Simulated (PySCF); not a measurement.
**WN(OH)₂: doublet, from a T-shaped (ligand arrangement 1) start**

Aim: relax WN(OH)₂ as a doublet from a T-shaped (ligand arrangement 1) start, check by its vibrations whether the end is a minimum, and collect its spectrum and constants.

Program: PySCF 2.14.0. Level of theory: PBE0, basis W def2-TZVP with ECP60, N def2-TZVP, O def2-TZVP, H def2-TZVP, scalar-relativistic core potentials, no spin–orbit coupling, density fitting. These are calculated values, not measurements.

### Step 1. The system as given

6 atoms, charge 0, spin multiplicity 2.

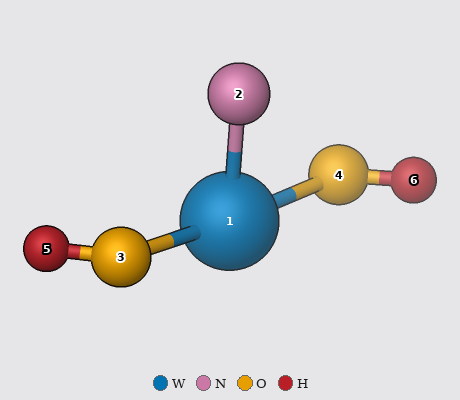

The starting geometry (tungsten blue, nitrogen pink, oxygen amber, hydrogen red); atoms are numbered from 1 in the order of the file.

```xyz
6
charge 0 multiplicity 2
W     0.0000    0.0000    0.0000
N     0.0000    0.0000    1.8000
O     1.9988    0.0000    0.0698
O    -1.9988    0.0000    0.0698
H     2.6155   -0.7354    0.0913
H    -2.6155    0.7354    0.0913
```

### Step 2. First SCF at the start

The steps below are one call of a driver around PySCF. For each, scf.py gives the equivalent set-up of the SCF; relaxations use the driver's own optimiser. After this first run the driver tries any further starts and a stability analysis.

scf.py reads:

```python
from pyscf import gto, scf, dft
mol = gto.M(atom='''
W      0.000000     0.000000     0.000000
N      0.000000     0.000000     1.800000
O      1.998800     0.000000     0.069800
O     -1.998800     0.000000     0.069800
H      2.615500    -0.735400     0.091300
H     -2.615500     0.735400     0.091300''',
    basis={'W': 'def2-TZVP', 'N': 'def2-TZVP', 'O': 'def2-TZVP', 'H': 'def2-TZVP'},
    ecp={'W': 'def2-TZVP'},
    charge=0, spin=1)
mf = dft.UKS(mol, xc='PBE0')
mf.grids.atom_grid = (50, 194)
aux = {'W': 'def2-universal-JKFIT', 'N': 'def2-universal-JKFIT', 'O': 'def2-universal-JKFIT', 'H': 'def2-universal-JKFIT'}
mf = mf.density_fit(auxbasis=aux)
mf.conv_tol = 1e-08
mf.diis_space = 10
mf.max_cycle = 60
mf.init_guess = 'minao'
mf.verbose = 4
mf.kernel()
```

Command:

```bash
$ OMP_NUM_THREADS=4 python axn.py task.json out
```

Output:

```text
init E= -253.212902985704
[... the frontier-level lines of each cycle are left out ...]
cycle= 1 E= -272.556566737778  delta_E= -19.3  |g|= 1.32  |ddm|=    6
cycle= 2 E= -262.354090666984  delta_E= 10.2  |g|= 4.41  |ddm|= 3.68
cycle= 3 E= -273.24692947445  delta_E= -10.9  |g|= 0.357  |ddm|= 3.34
cycle= 4 E= -273.165182853674  delta_E= 0.0817  |g|= 0.578  |ddm|= 0.623
cycle= 5 E= -273.285080224142  delta_E= -0.12  |g|= 0.215  |ddm|= 0.372
cycle= 6 E= -273.304195402654  delta_E= -0.0191  |g|= 0.0611  |ddm|= 0.144
cycle= 7 E= -273.305768749517  delta_E= -0.00157  |g|= 0.0235  |ddm|= 0.0284
cycle= 8 E= -273.306176274808  delta_E= -0.000408  |g|= 0.00606  |ddm|= 0.0197
cycle= 9 E= -273.306353932036  delta_E= -0.000178  |g|= 0.00466  |ddm|= 0.0174
cycle= 10 E= -273.306733768006  delta_E= -0.00038  |g|= 0.00292  |ddm|= 0.0528
cycle= 11 E= -273.306855936248  delta_E= -0.000122  |g|= 0.0034  |ddm|= 0.0357
cycle= 12 E= -273.306883176602  delta_E= -2.72e-05  |g|= 0.00106  |ddm|= 0.0114
cycle= 13 E= -273.306896637339  delta_E= -1.35e-05  |g|= 0.000571  |ddm|= 0.0122
cycle= 14 E= -273.306899890637  delta_E= -3.25e-06  |g|= 0.000191  |ddm|= 0.0071
cycle= 15 E= -273.30690004443  delta_E= -1.54e-07  |g|= 6.09e-05  |ddm|= 0.00109
cycle= 16 E= -273.306900059924  delta_E= -1.55e-08  |g|= 3.73e-05  |ddm|= 0.000389
cycle= 17 E= -273.306900063118  delta_E= -3.19e-09  |g|= 1.57e-05  |ddm|= 0.000123
Extra cycle  E= -273.306900063478  delta_E= -3.6e-10  |g|= 2.5e-05  |ddm|= 3.76e-05
converged SCF energy = -273.306900063478  <S^2> = 0.8734849  2S+1 = 2.1198914
```

This step, with its further starts and checks, needed 25 s of wall time on 4 threads of Arm Neoverse V2, shared host.

Energies from each starting density:

| start | energy (Eh) |
| --- | --- |
| the minimal-basis guess | -273.306900 |
| a thermally smeared density | -273.306900 |
| a smeared PBE density | -273.306900 |

The test of internal stability and the other starts found no lower solution of this spin.

### Step 3. T-shaped (ligand arrangement 1) start, doublet: relaxation

The program finds C2 symmetry in the start, which this walk keeps. Threshold on the gradient: 0.0003 Eh/bohr, with a further test on the energy change.

scf.py, as its differences from that of step 2:

```diff
@@ -3,6 +3,6 @@
-W      0.000000     0.000000     0.000000
-N      0.000000     0.000000     1.800000
-O      1.998800     0.000000     0.069800
-O     -1.998800     0.000000     0.069800
-H      2.615500    -0.735400     0.091300
-H     -2.615500     0.735400     0.091300''',
+W      0.000000     0.000000    -0.119083
+N      0.000000     0.000000     1.680917
+O      1.998800    -0.000000    -0.049283
+O     -1.998800     0.000000    -0.049283
+H      2.615500    -0.735400    -0.027783
+H     -2.615500     0.735400    -0.027783''',
@@ -19 +18,0 @@
-mf.init_guess = 'minao'
```

Steps of the walk:

| step | energy (Eh) | change (kJ/mol) | largest symmetric gradient (Eh/bohr) |
| --- | --- | --- | --- |
| 0 | -273.306900 | 0.00 | 0.18652 |
| 1 | -273.358985 | -136.75 | 0.02628 |
| 2 | -273.382371 | -198.15 | 0.04891 |
| 3 | -273.399624 | -243.45 | 0.01671 |
| 4 | -273.402710 | -251.55 | 0.01937 |
| 5 | -273.405629 | -259.21 | 0.01541 |
| 6 | -273.407953 | -265.31 | 0.01325 |
| 7 | -273.409456 | -269.26 | 0.01157 |
| 8 | -273.410479 | -271.95 | 0.00986 |
| 9 | -273.411383 | -274.32 | 0.00246 |
| 10 | -273.411570 | -274.81 | 0.00755 |
| 11 | -273.411800 | -275.42 | 0.00183 |
| 12 | -273.411906 | -275.69 | 0.00154 |
| 13 | -273.411942 | -275.79 | 0.00108 |
| 14 | -273.411952 | -275.81 | 0.00033 |
| 15 | -273.411954 | -275.82 | 0.00003 |

The walk took 63 s.

Positions (Å) and forces (eV/Å) along the way:

```
step 0
W    0.000   0.000  -0.119   0.000   0.000   9.591
N    0.000   0.000   1.681   0.000   0.000  -5.826
O    1.999   0.000  -0.049  -1.729  -0.494  -1.865
O   -1.999   0.000  -0.049   1.729   0.494  -1.865
H    2.615  -0.735  -0.028   0.102   0.349  -0.018
H   -2.615   0.735  -0.028  -0.102  -0.349  -0.018
step 1
W    0.000   0.000   0.042   0.000   0.000   1.164
N    0.000   0.000   1.678   0.000   0.000   1.230
O    1.957  -0.016  -0.131  -1.161  -0.781  -1.351
O   -1.957   0.016  -0.131   1.161   0.781  -1.351
H    2.607  -0.721  -0.024  -0.115   0.626   0.155
H   -2.607   0.721  -0.024   0.115  -0.626   0.155
step 8
W    0.000   0.000   0.341   0.000   0.000  -0.170
N    0.000   0.000   2.009   0.000   0.000  -0.013
O    1.696  -0.286  -0.439   0.507  -0.218   0.155
O   -1.696   0.286  -0.439  -0.507   0.218   0.155
H    2.543  -0.504  -0.032  -0.286   0.147  -0.064
H   -2.543   0.504  -0.032   0.286  -0.147  -0.064
step 15
W    0.000   0.000   0.229   0.000   0.000   0.000
N    0.000   0.000   1.893   0.000   0.000   0.000
O    1.745  -0.329  -0.448  -0.001  -0.001   0.001
O   -1.745   0.329  -0.448   0.001   0.001   0.001
H    2.526  -0.478   0.090   0.000   0.002  -0.001
H   -2.526   0.478   0.090   0.000  -0.002  -0.001
```

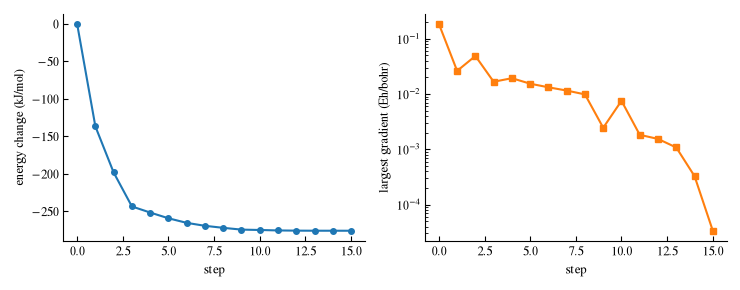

Energy and largest gradient along the walk.

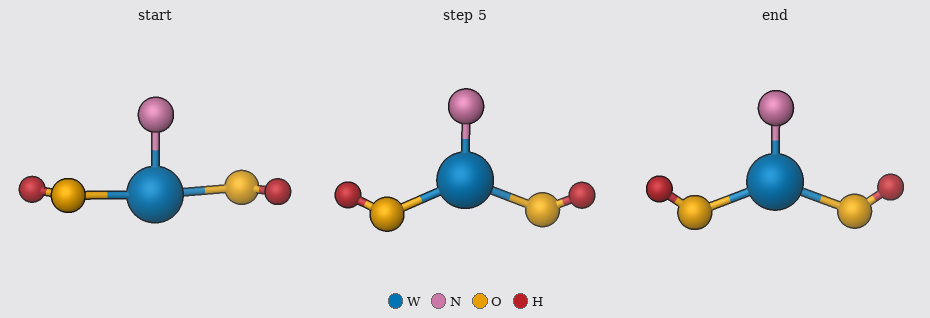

The geometry along the walk, at one scale.

It settles in C2v symmetry, 275.8 kJ/mol below the start, after 15 steps: O–H 0.960 Å (×2), W–N 1.664 Å, W–O 1.900 Å (×2); H–O–W 125.1° (×2), N–W–O 110.9° (×2), O–W–O 138.3°.

### Step 4. Is it a minimum? Harmonic modes

The point is checked on the finer grid, and tightened if its gradient asks for it. The Hessian and the dipole derivatives come from central differences of analytic gradients, with steps of 0.02 bohr.

scf.py, as its differences from that of step 3:

```diff
@@ -3,6 +3,6 @@
-W      0.000000     0.000000    -0.119083
-N      0.000000     0.000000     1.680917
-O      1.998800    -0.000000    -0.049283
-O     -1.998800     0.000000    -0.049283
-H      2.615500    -0.735400    -0.027783
-H     -2.615500     0.735400    -0.027783''',
+W      0.000000     0.000000    -0.005927
+N      0.000000     0.000000     1.658277
+O      1.744796    -0.330145    -0.682673
+O     -1.744796     0.330145    -0.682673
+H      2.525907    -0.477944    -0.144917
+H     -2.525907     0.477944    -0.144917''',
@@ -13 +13 @@
-mf.grids.atom_grid = (50, 194)
+mf.grids.atom_grid = (75, 302)
@@ -16 +16 @@
-mf.conv_tol = 1e-08
+mf.conv_tol = 1e-10
```

This SCF starts from the last density.

SCF at the final geometry:

```text
init E= -273.412007638637
[... the frontier-level lines of each cycle are left out ...]
cycle= 1 E= -273.412007638633  delta_E= 4.32e-12  |g|= 1.02e-06  |ddm|= 1.18e-06
Extra cycle  E= -273.412007638629  delta_E= 4.21e-12  |g|= 3.19e-06  |ddm|= 2.5e-06
converged SCF energy = -273.412007638629  <S^2> = 0.76182134  2S+1 = 2.0117866
```

The whole step took 1.8 min.

Geometry: C2v; O–H 0.960 Å (×2), W–N 1.664 Å, W–O 1.900 Å (×2); H–O–W 125.1° (×2), N–W–O 110.9° (×2), O–W–O 138.3°.

Modes, for the most abundant isotopes:

```csv
symmetry,ω (cm⁻¹),IR (km/mol),μ (u)
b1,88i,0.0,5.05
a1,184,3.3,5.62
b2,295,18.3,5.26
a2,563,0.0,1.13
b1,578,201,1.19
a1,587,119,1.17
b2,596,243,1.48
a1,709,37.4,8.17
b2,716,105,4.61
a1,1149,76.6,14.88
b2,3899,325,1.07
a1,3902,13.9,1.07
```

μ is the mass of the mode for normalised Cartesian displacements, not the reduced mass of the usual diatomic formula.

1 mode is imaginary, the largest at 88i cm⁻¹: a saddle point, not a minimum.

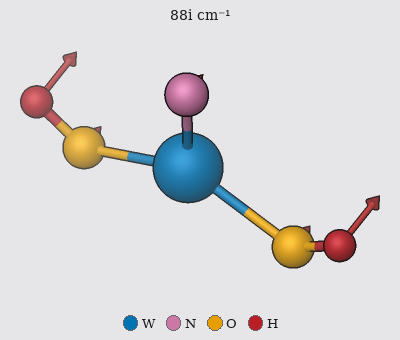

The imaginary mode, as arrows.

Properties at this point:

| Item | Value |
| --- | --- |
| Dipole moment | 1.50 D |
| Highest occupied level | -6.92 eV |
| Lowest empty level | -3.05 eV |
| Rotational constants | 0.3153, 0.1476, 0.1005 cm⁻¹ |
| Zero-point energy (real modes) | 78.8 kJ/mol |
| Principal polarisabilities | 44.1, 53.4, 55.2 bohr³ |
| Atomisation energy without zero-point energy | 2412 kJ/mol |
| Principal traceless quadrupole moments about the centre of mass | -12.80, 0.90, 11.90 D Å |
| Spin squared ⟨S²⟩ | 0.762 |

Charges (e) and bond orders:

```csv
atom,Mulliken,Löwdin,polar tensor,spin (Mulliken),Mayer order to W1
W1,1.01,0.66,1.54,1.18,–
N2,-0.43,-0.36,-0.60,-0.12,2.93
"O3,4",-0.65,-0.32,-0.79,-0.03,1.10
"H5,6",0.36,0.17,0.32,0.00,0.02
```

Outer orbital energies (eV). α occupied: -11.57, -10.87, -10.22, -9.94, -8.86, -8.53, -8.32, -6.92; empty: -2.25, -1.13, 0.09, 0.34. β occupied: -14.80, -11.53, -10.85, -10.25, -9.95, -8.78, -8.34, -8.27; empty: -3.05, -1.76, -0.54, 0.39.

Mulliken populations on W1 (outside its core potential): s 2.61, p 6.35, d 3.91, f 0.12.

### Step 5. Following the imaginary mode

The atoms are moved a little along the softest imaginary mode and relaxed again.

The program finds Cs symmetry in the start, which this walk keeps. Threshold on the gradient: 0.0003 Eh/bohr, with a further test on the energy change.

scf.py, as its differences from that of step 4:

```diff
@@ -3,6 +3,6 @@
-W      0.000000     0.000000    -0.005927
-N      0.000000     0.000000     1.658277
-O      1.744796    -0.330145    -0.682673
-O     -1.744796     0.330145    -0.682673
-H      2.525907    -0.477944    -0.144917
-H     -2.525907     0.477944    -0.144917''',
+W      0.005463     0.028872    -0.005927
+N     -0.019210    -0.101523     1.658277
+O      1.724719    -0.436250    -0.682673
+O     -1.764873     0.224039    -0.682673
+H      2.479427    -0.723585    -0.144917
+H     -2.572386     0.232302    -0.144917''',
@@ -13 +13 @@
-mf.grids.atom_grid = (75, 302)
+mf.grids.atom_grid = (50, 194)
@@ -16 +16 @@
-mf.conv_tol = 1e-10
+mf.conv_tol = 1e-08
```

Steps of the walk:

| step | energy (Eh) | change (kJ/mol) | largest symmetric gradient (Eh/bohr) |
| --- | --- | --- | --- |
| 0 | -273.412063 | 0.00 | 0.00910 |
| 1 | -273.412122 | -0.15 | 0.00361 |
| 2 | -273.412330 | -0.70 | 0.01541 |
| 3 | -273.412844 | -2.05 | 0.00804 |
| 4 | -273.412992 | -2.44 | 0.01239 |
| 5 | -273.413293 | -3.23 | 0.00195 |
| 6 | -273.413462 | -3.67 | 0.00520 |
| 7 | -273.413610 | -4.06 | 0.00318 |
| 8 | -273.413712 | -4.33 | 0.00155 |
| 9 | -273.413716 | -4.34 | 0.00046 |
| 10 | -273.413723 | -4.36 | 0.00059 |
| 11 | -273.413725 | -4.36 | 0.00035 |
| 12 | -273.413726 | -4.37 | 0.00014 |

The walk took 48 s.

Positions (Å) and forces (eV/Å) along the way:

```
step 0
W    0.005   0.029  -0.006   0.008   0.056   0.295
N   -0.019  -0.102   1.658  -0.001   0.002  -0.374
O    1.725  -0.436  -0.683   0.227  -0.146   0.322
O   -1.765   0.224  -0.683  -0.262  -0.053   0.318
H    2.479  -0.724  -0.145  -0.441   0.157  -0.280
H   -2.572   0.232  -0.145   0.468  -0.015  -0.280
step 1
W    0.016   0.084  -0.009  -0.034  -0.179   0.050
N   -0.024  -0.125   1.641   0.020   0.118  -0.016
O    1.711  -0.464  -0.679  -0.095   0.184  -0.035
O   -1.762   0.193  -0.679   0.158   0.137  -0.038
H    2.466  -0.707  -0.139  -0.076  -0.120   0.020
H   -2.554   0.243  -0.139   0.027  -0.140   0.019
step 6
W    0.049   0.258   0.020   0.007   0.032   0.033
N   -0.017  -0.088   1.644  -0.003  -0.005   0.105
O    1.690  -0.386  -0.673   0.177  -0.152   0.076
O   -1.714   0.258  -0.673  -0.219  -0.074   0.076
H    2.350  -0.868  -0.160  -0.229   0.147  -0.145
H   -2.505   0.050  -0.160   0.267   0.053  -0.145
step 12
W    0.060   0.316   0.054   0.000  -0.002   0.002
N   -0.014  -0.075   1.669   0.000   0.001  -0.002
O    1.662  -0.373  -0.679   0.005  -0.006   0.003
O   -1.683   0.260  -0.679  -0.006   0.000   0.004
H    2.291  -0.902  -0.184  -0.006   0.004  -0.004
H   -2.462  -0.003  -0.184   0.007   0.002  -0.004
```

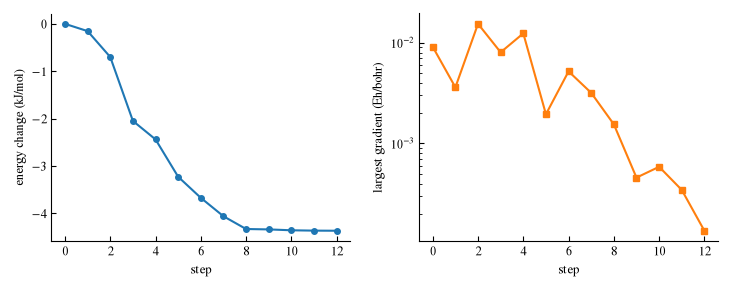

Energy and largest gradient along the walk.

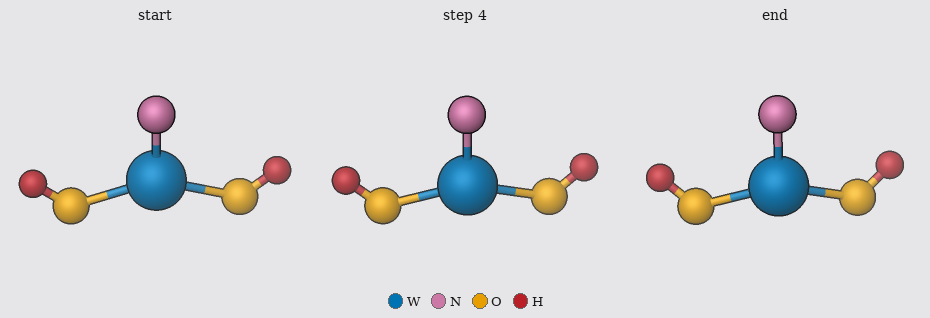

The geometry along the walk, at one scale.

End point (Cs, 12 steps, 4.4 kJ/mol gained): O–H 0.960 Å (×2), W–N 1.664 Å, W–O 1.892 Å (×2); H–O–W 123.7° (×2), N–W–O 109.2° (×2), O–W–O 128.2°.

### Step 6. Vibrations and properties at this point

The same treatment as at the point before.

scf.py, as its differences from that of step 5:

```diff
@@ -3,6 +3,6 @@
-W      0.005463     0.028872    -0.005927
-N     -0.019210    -0.101523     1.658277
-O      1.724719    -0.436250    -0.682673
-O     -1.764873     0.224039    -0.682673
-H      2.479427    -0.723585    -0.144917
-H     -2.572386     0.232302    -0.144917''',
+W      0.015324     0.080984     0.006021
+N     -0.058502    -0.309179     1.621470
+O      1.617561    -0.606814    -0.727843
+O     -1.727439     0.026116    -0.727843
+H      2.245947    -1.137053    -0.232865
+H     -2.506108    -0.237884    -0.232865''',
@@ -13 +13 @@
-mf.grids.atom_grid = (50, 194)
+mf.grids.atom_grid = (75, 302)
@@ -16 +16 @@
-mf.conv_tol = 1e-08
+mf.conv_tol = 1e-10
```

SCF at the final geometry:

```text
init E= -273.413718594994
[... the frontier-level lines of each cycle are left out ...]
cycle= 1 E= -273.41371859499  delta_E= 3.75e-12  |g|= 4.06e-06  |ddm|= 5.42e-06
Extra cycle  E= -273.413718594971  delta_E= 1.91e-11  |g|= 8.61e-06  |ddm|= 7.62e-06
converged SCF energy = -273.413718594971  <S^2> = 0.75987701  2S+1 = 2.0098527
```

The whole step needed 2.2 min of wall time on 4 threads of Arm Neoverse V2, shared host.

Geometry: Cs; O–H 0.960 Å (×2), W–N 1.664 Å, W–O 1.892 Å (×2); H–O–W 123.7° (×2), N–W–O 109.2° (×2), O–W–O 128.3°.

Harmonic modes (main isotopes):

| symmetry | ω (cm⁻¹) | IR (km/mol) | μ (u) |
| --- | --- | --- | --- |
| a' | 115 | 0.2 | 5.12 |
| a' | 208 | 3.6 | 5.90 |
| a'' | 300 | 14.7 | 5.29 |
| a'' | 510 | 1.1 | 1.18 |
| a' | 513 | 206 | 1.17 |
| a'' | 660 | 323 | 1.89 |
| a' | 680 | 112 | 1.39 |
| a' | 718 | 31.3 | 4.18 |
| a'' | 731 | 20.7 | 2.44 |
| a' | 1152 | 75.0 | 14.88 |
| a'' | 3900 | 282 | 1.07 |
| a' | 3903 | 63.9 | 1.07 |

μ is the mass of the mode for normalised Cartesian displacements, not the reduced mass of the usual diatomic formula.

All wavenumbers are real: a minimum.

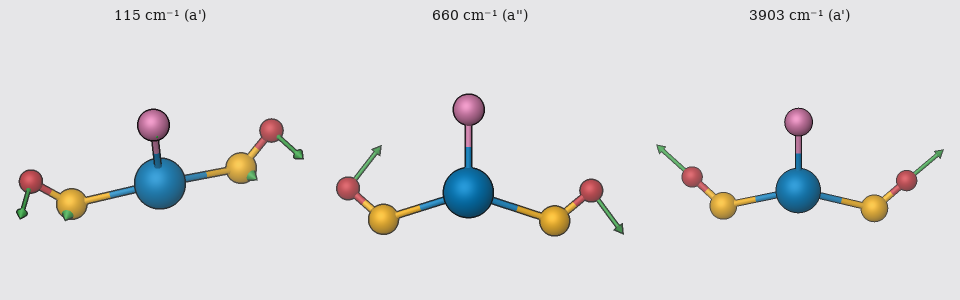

How the atoms move in 3 of the modes.

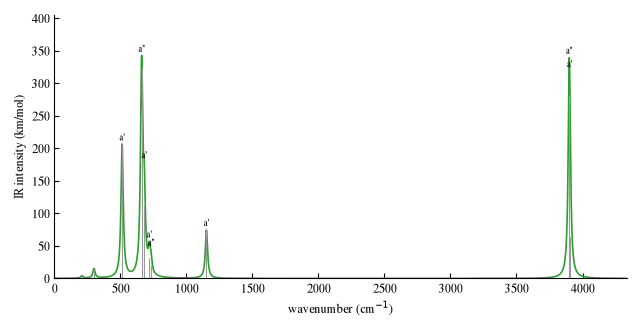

The harmonic infrared spectrum (widths in cm⁻¹). Lines are broadened to a width of 20 cm⁻¹ (Lorentzian).

Constants and moments:

```
Dipole moment                                                   : 1.45 D
Highest occupied level                                          : -6.62 eV
Lowest empty level                                              : -2.81 eV
Rotational constants                                            : 0.2796, 0.152, 0.1065 cm⁻¹
Zero-point energy                                               : 80.1 kJ/mol
Principal polarisabilities                                      : 46.4, 53.8, 54.3 bohr³
Atomisation energy without zero-point energy                    : 2417 kJ/mol
Principal traceless quadrupole moments about the centre of mass : -12.72, 2.26, 10.46 D Å
Entropy at 298.15 K and 1 bar (electronic part: spin only)      : 327.3 J/(mol K)
Heat capacity Cp at 298.15 K                                    : 81.2 J/(mol K)
Enthalpy at 298.15 K above 0 K                                  : 16.70 kJ/mol
Rotational symmetry number                                      : 1
Spin squared ⟨S²⟩                                               : 0.760
```

Charges (e) and bond orders:

```tsv
atom	Mulliken	Löwdin	polar tensor	spin (Mulliken)	Mayer order to W1
W1	1.01	0.63	1.49	1.16	–
N2	-0.43	-0.36	-0.59	-0.12	2.93
O3,4	-0.64	-0.31	-0.77	-0.02	1.10
H5,6	0.36	0.17	0.32	0.00	0.01
```

Mulliken populations on W1 (outside its core potential): s 2.60, p 6.37, d 3.91, f 0.11.

### Step 7. The points found, side by side

| spin | group | bonds | imaginary modes (cm⁻¹) | ΔE (kJ/mol) | with zero-point energy |
| --- | --- | --- | --- | --- | --- |
| doublet | Cs | O–H 0.960 Å (×2), W–N 1.664 Å, W–O 1.892 Å (×2) | none | 0.0 | 0.0 |
| doublet | C2v | O–H 0.960 Å (×2), W–N 1.664 Å, W–O 1.900 Å (×2) | 88i | 4.5 | – |

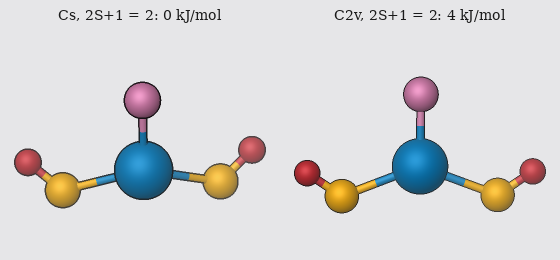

The points, lowest first (tungsten blue, nitrogen pink, oxygen amber, hydrogen red).

### Step 8. Results

| quantity | value |
| --- | --- |
| minimum | doublet, Cs |
| geometry | O–H 0.960 Å (×2), W–N 1.664 Å, W–O 1.892 Å (×2); H–O–W 123.7° (×2), N–W–O 109.2° (×2), O–W–O 128.3° |
| wavenumbers (cm⁻¹) | 115 (a'), 208 (a'), 300 (a''), 510 (a''), 513 (a'), 660 (a''), 680 (a'), 718 (a'), 731 (a''), 1152 (a'), 3900 (a''), 3903 (a') |
| dipole moment | 1.45 D |
| highest occupied, lowest empty level (either spin) | -6.62, -2.81 eV |
| polar-tensor charge of W1 | +1.49 e |
| zero-point energy | 80.1 kJ/mol |
| entropy at 298.15 K | 327.3 J/(mol K) |
| atomisation energy (no zero-point energy) | 2417 kJ/mol |
| ⟨S²⟩ | 0.760 |

What this shows: From C2 at the start the molecule goes to a Cs minimum, after a stop at a saddle point 4.5 kJ/mol higher, from which it was pushed off along an imaginary mode. In the infrared the band at 660 cm⁻¹ (a'') leads. Most of the spin sits on W1 (Mulliken spin 1.16, against 1 for the whole molecule). Other starts or spin states, not run here, may lie lower. Open d and f shells are described by one determinant, and the ground state may have another occupation or spin. With an element this heavy the missing spin–orbit coupling can shift these numbers.

The search up to here took 6.2 min.
